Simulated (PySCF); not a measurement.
```xyz
19

C     0.6628   -0.1011   -1.5986
C     1.9089   -0.4594   -1.4470
C     2.3659   -0.1224   -0.0363
C     1.2037    0.7226    0.5317
C    -0.0127    0.4932   -0.4167
C    -1.0312   -0.4559    0.1760
C    -2.0962    0.0714    1.0910
C    -2.4578   -0.4114   -0.2806
H     2.5629   -0.9281   -2.1579
H     3.3078    0.4272   -0.0451
H     2.5140   -1.0442    0.5315
H     1.4748    1.7777    0.5206
H     0.9536    0.4432    1.5538
H    -0.5057    1.4378   -0.6606
H    -0.6190   -1.4312    0.4075
H    -2.3894   -0.5268    1.9405
H    -2.1240    1.1344    1.2797
H    -2.7302    0.3234   -1.0233
H    -2.9982   -1.3412   -0.3738
```

Geometry: GFN2-xTB.

Method: PySCF, UKS B3LYP, pcH-1 on C H, non-relativistic, mean-field spin-orbit, GIAO.

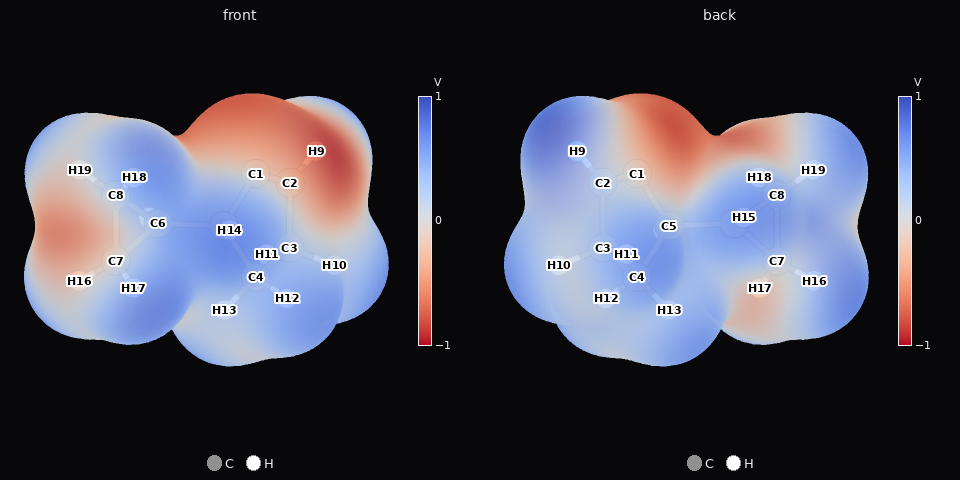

C8H11 (doublet). The molecular electrostatic potential painted on the density surface at 0.002 e/bohr³, seen from the front and from behind; the colour scale runs from red (negative) to blue (positive).

### Which sites attract a positive test charge, and which a negative one?

A positive charge is drawn to the negative regions and a negative charge to the positive ones. The most negative region (about −0.8 V) lies over C1 and C2, the most positive (about +0.8 V) over H9.
